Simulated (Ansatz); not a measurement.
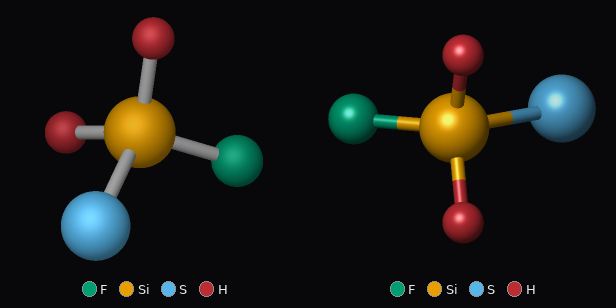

Both panels show the same species.

State: neutral, doublet. The geometry was computed by an optimisation with PBE0-D4/def2-TZVP.

Which formula does it have?

FH2SSi, 5 atoms: 1 fluorine, 2 hydrogen, 1 sulfur and 1 silicon.

Count the bonded pairs by element.

2 Si–H, 1 F–Si, 1 S–Si.

Which point group does it belong to?

Cs.

More results for the same structure follow; atom numbers are the same in all pictures, views and colours differ.

Charges

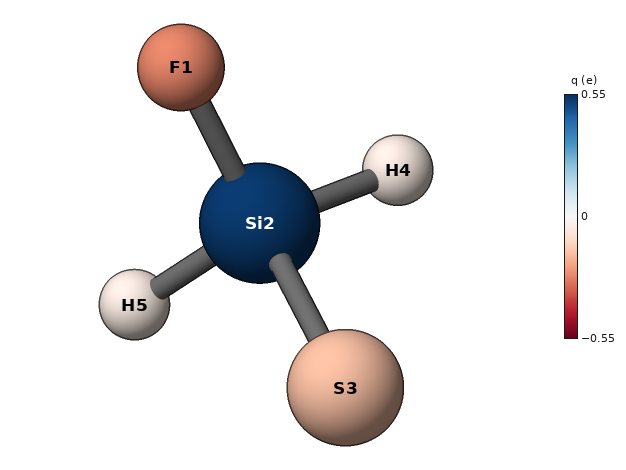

Atoms are coloured by their Mulliken charges. Level of theory: UKS PBE-D4/def2-TZVPP (Ansatz 0.2.0).

List the Mulliken charges.

```tsv
atom	value (e)
F1	−0.27
Si2	0.53
S3	−0.16
H4	−0.05
H5	−0.05
```

Dipole moment

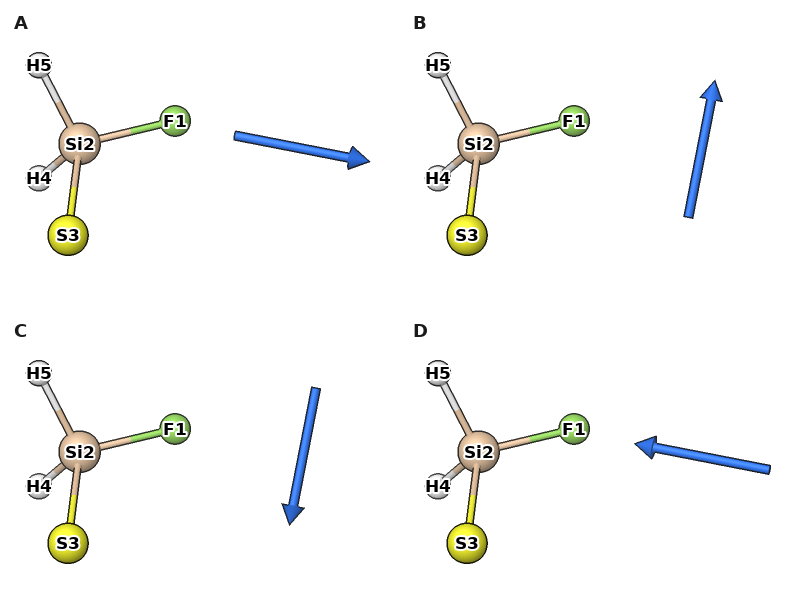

The same molecule four times, each with an arrow. Method: UKS ωB97M-V/def2-TZVPP (Ansatz 0.2.0).

Which arrow points along the dipole moment, from the negative to the positive end?

D. The dipole moment is 1.10 D; it points from the side of F1 to the side of H4, H5 (the outermost atoms at the two ends).

Vibrations

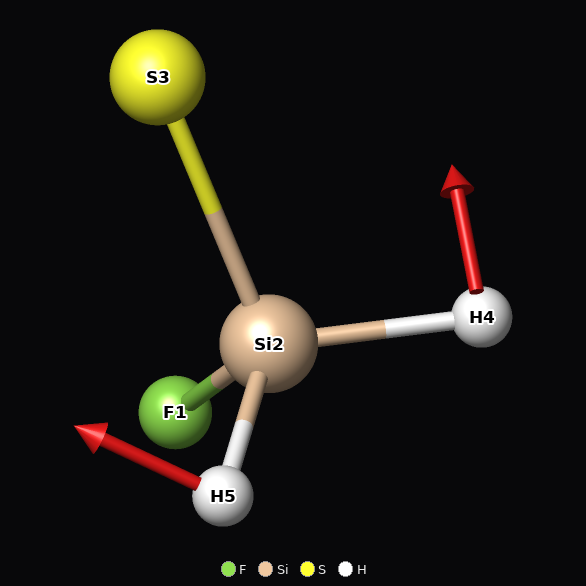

The arrows show one normal mode. Harmonic vibrations computed with UKS PBE0-D4/def2-TZVP (Ansatz 0.2.0) at a stationary point of the same level.

Describe the motion.

Mostly H–Si–H bending.

Estimate its harmonic wavenumber.

891 cm⁻¹; it is mode 6 of 9 counted from the lowest.

Thermal motion

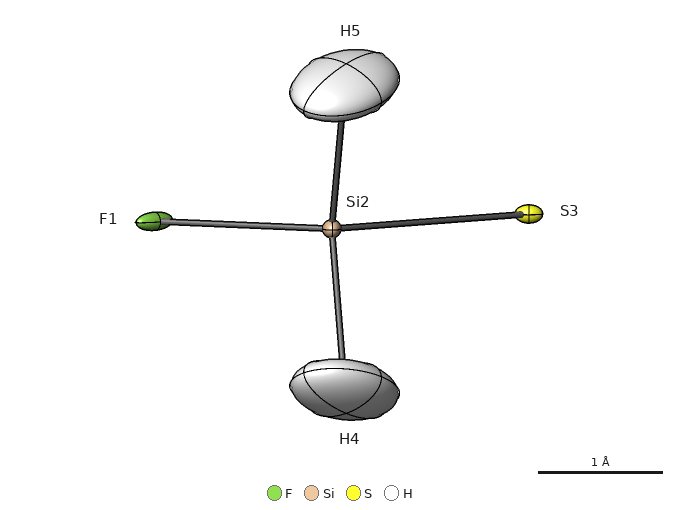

Displacement ellipsoids at the 50 % level, enlarged 1.5 times, from the internal vibrations of the free molecule (harmonic, no overall translation or rotation; no half-axis is drawn under 0.075 Å). Vibrations computed with UKS PBE0-D4/def2-TZVP (Ansatz 0.2.0). Temperature: 600 K.

Which atom moves most?

H4, H5, with U_eq = 0.0289 Å².

Does H5 move more along its bond or across it?

Across it: the root-mean-square amplitude is 0.091 Å along the bond and up to 0.228 Å across, since bending and torsion are softer than stretching.

List U_eq and the three principal root-mean-square amplitudes for each kind of atom.

| atom | U_eq (Å²) | rms amplitudes (Å) |
| --- | --- | --- |
| F1 | 0.0026 | 0.013, 0.027, 0.084 |
| Si2 | 0.0013 | 0.022, 0.027, 0.053 |
| S3 | 0.00098 | 0.009, 0.022, 0.049 |
| H4, H5 | 0.0289 | 0.089, 0.163, 0.228 |

Mulliken values depend strongly on the basis set and can even reverse the polarity of a bond.
